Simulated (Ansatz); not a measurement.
**CsCl (CsCl type): energy against volume**

CsCl (CsCl type)

```
CELL_PARAMETERS angstrom
      4.20527     0.00000     0.00000
      0.00000     4.20527     0.00000
      0.00000     0.00000     4.20527
ATOMIC_POSITIONS crystal
  Cs 0.00000 0.00000 0.00000
  Cl 0.50000 0.50000 0.50000
```

The volume is varied about the relaxed value V₀ at fixed cell shape. Symmetry pins the atoms to their sites.

The numbers are results of PBE (plane waves to 420 eV, PAW, scalar-relativistic; Ansatz, a quantum-chemistry and plane-wave program), not measurements. k mesh 8×8×8 (Γ-centred), Fermi-Dirac smearing 0.05 eV. The energy includes the smearing's −TS. Stress and pressure are positive under compression. CsCl was relaxed with its symmetry unable to fall. ΔE is measured from the relaxed starting cell.

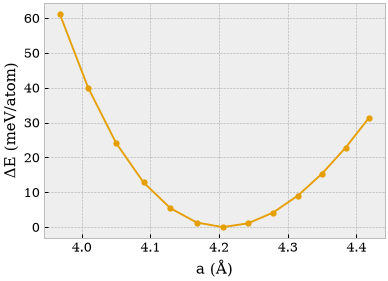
*ΔE (meV/atom) against a (Å); markers are the computed points, lines only join them.*

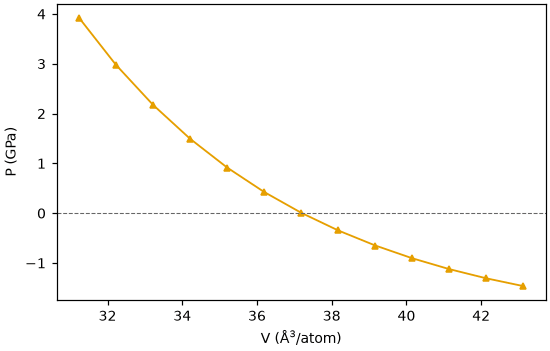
P (GPa) against V (Å³/atom); computed points joined by lines.

The pressure derivative B₀′ (fit) is 5.1. The bulk modulus B₀ (third-order Birch-Murnaghan fit) is 14.4 GPa, the energy cost of the largest compression comes out as 61.3 meV/atom and the energy cost of the largest expansion comes out as 31.4 meV/atom. The equilibrium volume of the fit is 37.21 Å³/atom.

Check by three points about V = 37.184 Å³/atom, step 0.992: d²E/dV² ≈ (1.3 − 2·0.0 + 1.1) meV / 0.992² = 0.00244 eV/Å⁶, and V·d²E/dV² × 160.2 = 14.5 GPa.

(A scan under strain: stresses follow from slopes of the energy per volume, elastic moduli from its curvatures.)
